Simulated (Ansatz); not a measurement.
**C2H5BN (SMILES B[N]C=C): UMP2/def2-SVPD**

Aim: the vertical electron affinity of C2H5BN at UMP2/def2-SVPD, from 2 runs. 

Program for the calculation: Ansatz 0.2.0.

40 further runs of the same task are left out: 40 set aside as unsound or not needed.

## 1. The molecule

C2H5BN has 9 atoms, charge 0, and is taken as a doublet. SMILES: `B[N]C=C`. The shape is that of a PBE0-D4/def2-TZVP optimisation.

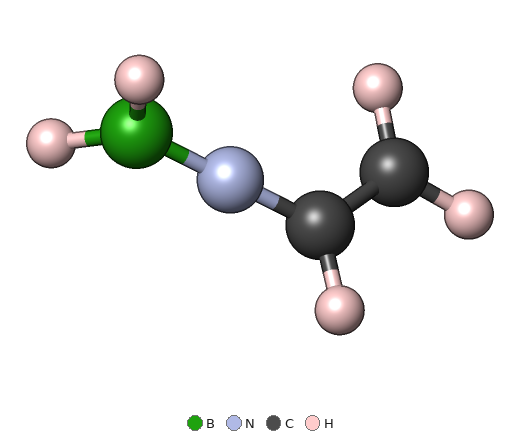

The structure, seen from a chosen angle (boron green, nitrogen light blue, carbon dark grey, hydrogen pink).

## 2. The energy at UMP2/def2-SVPD

Input file input.yaml:

```yaml
crystal:
  periodic: [false, false, false]
  atoms:
    - {symbol: B, position_ang: [-0.864600, 1.674800, -0.110400]}
    - {symbol: N, position_ang: [-0.486400, 0.387700, -0.106200]}
    - {symbol: C, position_ang: [-0.126200, -0.844400, -0.102100]}
    - {symbol: C, position_ang: [1.161000, -1.270600, 0.212300]}
    - {symbol: H, position_ang: [-1.300900, 2.164000, 0.896800]}
    - {symbol: H, position_ang: [-0.758900, 2.316900, -1.120700]}
    - {symbol: H, position_ang: [-0.871400, -1.601800, -0.359600]}
    - {symbol: H, position_ang: [1.410600, -2.323300, 0.200400]}
    - {symbol: H, position_ang: [1.925400, -0.549500, 0.472300]}
basis:
  gaussian:
    orbitals: def2-SVPD
magnetization:
  spin_polarized: true
  initial_magnetization: 1
correlation:
  method: mp2
  frozen_orbitals: {B: 1, C: 1, H: 0, "N": 1}
accuracy: high
```

Launch:

```
$ ansatz run input.yaml --threads 1 --pin off --max-ram 3480MiB --events-out events.jsonl --progress --plain --runs-dir runs
```

The program printed:

```text
Warning: RAYON_NUM_THREADS=1 ignored (pool sized by the plan → 1); use --threads N
Functional definition: HF
  name "HF"
  exchange = exact_x
  correlation = 0
2481 factors; integrals over basis functions are off by at most 3.5e-9 eV
mean field evaluation 1: about -4286.4912 eV, gradient 2.0e1 eV
mean field evaluation 2: about -4286.5738 eV, gradient 2.0e1 eV
mean field evaluation 4: about -4289.3309 eV, gradient 4.0e0 eV
mean field evaluation 8: about -4289.6469 eV, gradient 4.9e-1 eV
mean field evaluation 16: about -4289.6564 eV, gradient 2.1e-5 eV
mean field -4289.65642058 eV, -157.6419658227 hartree, gradient 2.0e-8 eV, S^2 0.955745; 0 other end points of the search recorded, 0 dependent functions left out
4 core orbitals not correlated: weight in the atoms' cores, before any rotation towards them, 1.000 or more for the frozen orbitals, at most 0.000 for the correlated occupied ones
reference -4289.65642058 eV, -157.6419658227 hartree; 11, 10 occupied and 105, 106 virtual orbitals, 2481 factors
second order -13.46335986 eV of doubles, -0.00000000 eV of singles
Total energy: -4303.11978044 eV, -158.1367351719 hartree
```

It took 7.2 s on 1 thread of Arm Neoverse V2, shared host; peak memory 0.41 GiB.

## 3. The singlet anion at the same level

Input file input.yaml:

```yaml
crystal:
  periodic: [false, false, false]
  atoms:
    - symbol: B
      position_ang: [-0.864600, 1.674800, -0.110400]
    - symbol: N
      position_ang: [-0.486400, 0.387700, -0.106200]
    - symbol: C
      position_ang: [-0.126200, -0.844400, -0.102100]
    - symbol: C
      position_ang: [1.161000, -1.270600, 0.212300]
    - symbol: H
      position_ang: [-1.300900, 2.164000, 0.896800]
    - symbol: H
      position_ang: [-0.758900, 2.316900, -1.120700]
    - symbol: H
      position_ang: [-0.871400, -1.601800, -0.359600]
    - symbol: H
      position_ang: [1.410600, -2.323300, 0.200400]
    - symbol: H
      position_ang: [1.925400, -0.549500, 0.472300]
basis:
  gaussian: {orbitals: def2-SVPD}
accuracy: high
total_charge: -1
correlation: {method: mp2, frozen_orbitals: {B: 1, C: 1, H: 0, "N": 1}}
```

Launch:

```
$ ansatz run input.yaml --threads 1 --pin off --max-ram 3480MiB --events-out events.jsonl --progress --plain --runs-dir runs
```

The program printed:

```text
Warning: RAYON_NUM_THREADS=1 ignored (pool sized by the plan → 1); use --threads N
[... 4 set-up lines as earlier in the session ...]
2482 factors; integrals over basis functions are off by at most 3.5e-9 eV
mean field evaluation 1: about -4287.4864 eV, gradient 2.5e1 eV
mean field evaluation 2: about -4287.4874 eV, gradient 2.5e1 eV
mean field evaluation 4: about -4289.4104 eV, gradient 3.4e0 eV
mean field evaluation 8: about -4289.4473 eV, gradient 3.6e-4 eV
mean field -4289.44730478 eV, -157.6342809588 hartree, gradient 9.4e-8 eV, S^2 0.000000; 0 other end points of the search recorded, 0 dependent functions left out
4 core orbitals not correlated: weight in the atoms' cores, before any rotation towards them, 1.000 or more for the frozen orbitals, at most 0.000 for the correlated occupied ones
reference -4289.44730478 eV, -157.6342809588 hartree; 11, 11 occupied and 105, 105 virtual orbitals, 2482 factors
second order -15.41635311 eV of doubles, -0.00000000 eV of singles
Total energy: -4304.86365788 eV, -158.2008214858 hartree
```

It took 6.3 s on 1 thread of Arm Neoverse V2, shared host; peak memory 0.36 GiB.

## 4. Summary of results

At UMP2/def2-SVPD, 4 core orbitals frozen:

| quantity | value |
| --- | --- |
| doublet C2H5BN: total energy | -158.13674 Eh |
| doublet C2H5BN: correlation energy (4 core orbitals frozen) | -494.8 mEh |
| doublet C2H5BN: ⟨S²⟩ of the reference determinant | 0.956 |
| singlet anion: total energy | -158.20082 Eh |
| singlet anion: correlation energy (4 core orbitals frozen) | -566.5 mEh |
| vertical electron affinity (to the singlet anion) | 1.744 eV |

At fixed nuclei the extra electron is bound by 1.74 eV (168 kJ/mol). ⟨S²⟩ (doublet C2H5BN) is 0.96 where a pure doublet has 0.75: the reference is spin-contaminated.
